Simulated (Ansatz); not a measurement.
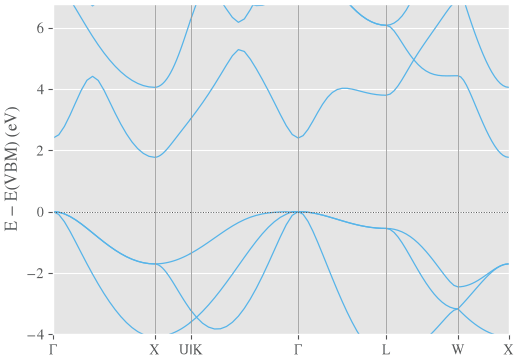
Figure. Band structure from DFT-PBE in the program Ansatz with PAW potentials

Q: Read off the gap and where the band edges lie.

A: About 1.8 eV (1.77 eV by a search for the band edges); maximum at Γ, minimum at X.

The material is MgSe (rock salt, Fm-3m).

The PBE relaxation kept the symmetry of its start. Spin–orbit coupling is left out wherever it is not named.

Potentials: the later of the program's two PAW sets.
